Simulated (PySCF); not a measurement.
## Electronic structure of C2H5F3Si in real space

```xyz
11

C    -1.4078    0.5619    0.6457
Si   -0.1734   -0.7868    0.2615
C     1.4454    0.0616   -0.3655
F     1.2260    0.7615   -1.4923
F     2.4247   -0.8160   -0.6289
F     1.9230    0.9299    0.5434
H    -1.0122    1.2284    1.4270
H    -1.6062    1.1660   -0.2526
H    -2.3609    0.1402    0.9989
H     0.2041   -1.5813    1.4650
H    -0.6269   -1.6934   -0.8313
```

Geometry: PBE0-D3(BJ)/def2-SVP.

These are results of PySCF 2.14.0, wB97X-D/def2-SVPD, SCF density, gas phase, not measurements.

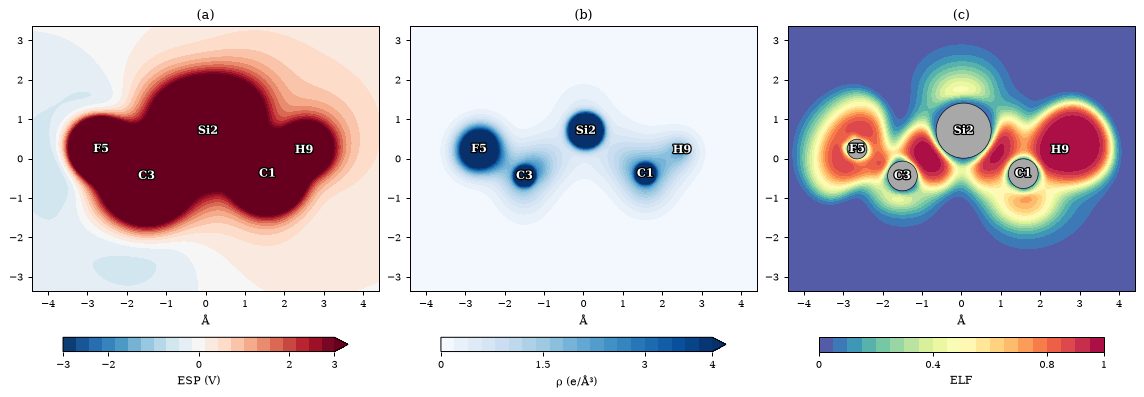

Figure 1. (a) electrostatic potential; (b) total electron density; (c) ELF on the plane of atoms Si2, C3 and F5. Grey discs cover the atomic cores in the ELF map.

### What does the map show?

- The section cuts through C, Si, F and H sites.
- C–F (1.34 Å): ρ at the midpoint is about 2.4 e/Å³; the ELF peaks at about 0.85 between the atoms (a polar covalent bond).
- C–Si (1.87 Å): ρ is about 0.97 e/Å³ halfway; the ELF peaks at about 0.95 between the atoms (a covalent bond).
- C–H (1.10 Å): ρ is about 1.9 e/Å³ halfway; the ELF climbs to about 1 towards the hydrogen, as it does in any bond to H; an ordinary covalent bond to hydrogen.
- C–Si (1.93 Å): ρ is about 0.96 e/Å³ halfway; the ELF peaks at about 1 between the atoms; a shared electron pair.
- The ELF also peaks beside F5, away from the bonds: lone-pair regions.
- Outside the dense part of the molecule the potential is most negative (−0.7 V) near F5.

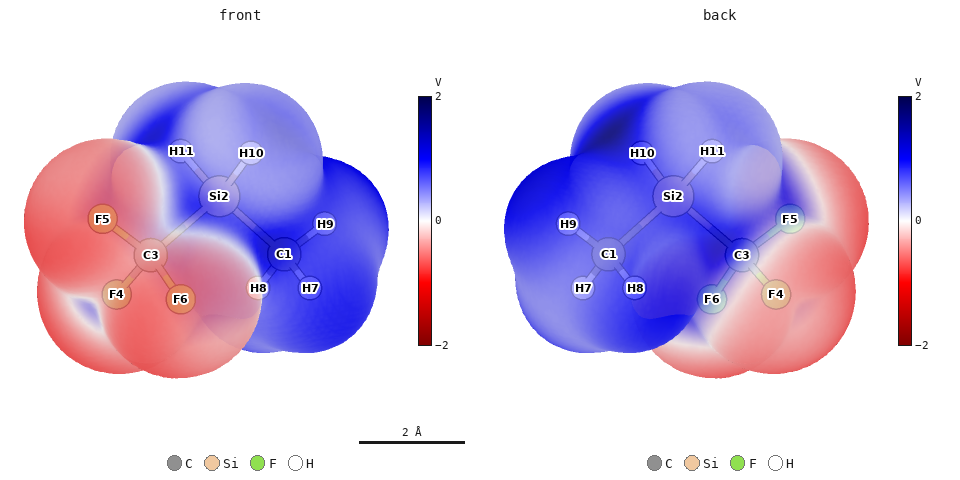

Figure 2. The molecular electrostatic potential painted on the density surface at 0.002 e/bohr³, seen from the front and from behind; red is negative and blue positive.

### Where is the surface potential most negative and most positive?

The most negative region (about −0.7 V) lies over F4, F5 and F6, the most positive (about +1.6 V) over Si2.

### What dipole moment does the calculation give?

Its dipole moment is 2.69 D.
